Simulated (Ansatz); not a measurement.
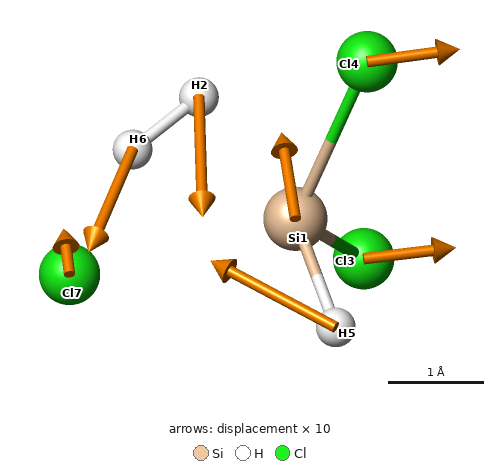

This is a saddle-point search of SiH3Cl3 (coarse preliminary run). The starting structure is drawn; orange arrows show the displacements, magnified 10 times. The two geometries are superimposed by the best rigid fit.

Style: ball-and-stick. Shown at a tilt.

The reaction that was planned forms Si1–Cl7, H2–H6 and breaks Si1–H2, H6–Cl7 (atoms numbered from 1 in input order).

Level of theory: RKS PBE0-D4/def2-SVP (Ansatz 0.2.0).

The input:
```yaml
crystal:
  periodic: [false, false, false]
  atoms:
    - {symbol: Si, position_ang: [-0.486782, 0.081162, -0.193439]}
    - {symbol: H, position_ang: [0.905627, -1.018287, 0.421591]}
    - {symbol: Cl, position_ang: [-0.252808, -1.004350, -1.914062]}
    - {symbol: Cl, position_ang: [-1.519196, -0.802285, 1.339443]}
    - {symbol: H, position_ang: [-1.312151, 1.244470, -0.584572]}
    - {symbol: H, position_ang: [1.300222, -0.128226, 0.513189]}
    - {symbol: Cl, position_ang: [1.365088, 1.627416, 0.417750]}
basis:
  gaussian: {orbitals: def2-SVP}
hamiltonian: {xc: pbe0, dispersion: d4}
saddle:
  f_tol: 0.04
  max_steps: 70
  order_check: false
  mode_guess:
    - [0.0026, 1.2068, -0.0820]
    - [1.1450, 0.3246, 0.4212]
    - [0.0000, 0.0000, 0.0000]
    - [0.0000, 0.0000, 0.0000]
    - [0.0000, 0.0000, 0.0000]
    - [-0.4404, -1.9080, -0.0394]
    - [-0.7072, 0.3765, -0.2998]
```

Q: What happened in the run?

A: The largest moves after the best rigid fit, 0.16 Å, are those of H2 and H5. Largest moves by element: H 0.16 Å, Si 0.11 Å, Cl 0.10 Å. Near-neighbour distances that change, for instance: Si1–H2 1.878 → 1.647 Å, H6–Cl7 1.759 → 1.565 Å, Si1–H6 1.933 → 1.862 Å, H2–H6 0.978 → 1.000 Å. The search converged after 7 steps with a largest force component of 0.015 eV/Å and a curvature of −9.19 eV/Å² along the mode that it followed.
